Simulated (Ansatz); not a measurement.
## Response to strain in SiC

Consider SiC in the zinc blende structure (space group F-43m, No. 216).

```yaml
crystal:
  lattice:
    - [0.00000, 2.17816, 2.17816]
    - [2.17816, 0.00000, 2.17816]
    - [2.17816, 2.17816, 0.00000]
  atoms:
    - { symbol: C, position: [0.25000, 0.25000, 0.25000] }
    - { symbol: Si, position: [0.00000, 0.00000, 0.00000] }
```

Strains are applied to the cell and any free atomic positions relax.

Method: plane-wave PAW DFT at the r2SCAN level (Ansatz, an electronic-structure program, 500 eV), without spin-orbit coupling.

Notes on the quantities. energy relative to the base: free energy F.

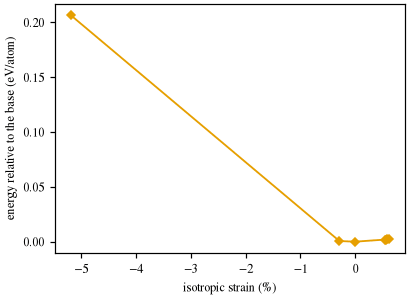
*Energy relative to the base against isotropic strain*

```
isotropic strain (%)  energy relative to the base
--------------------  ---------------------------
-5.19                              +0.207 eV/atom
-0.29                               +0.6 meV/atom
0.54                                +1.9 meV/atom
0.55                                +2.0 meV/atom
0.57                                +2.1 meV/atom
0.62                                +2.5 meV/atom
```

No phonon test of stability was made.
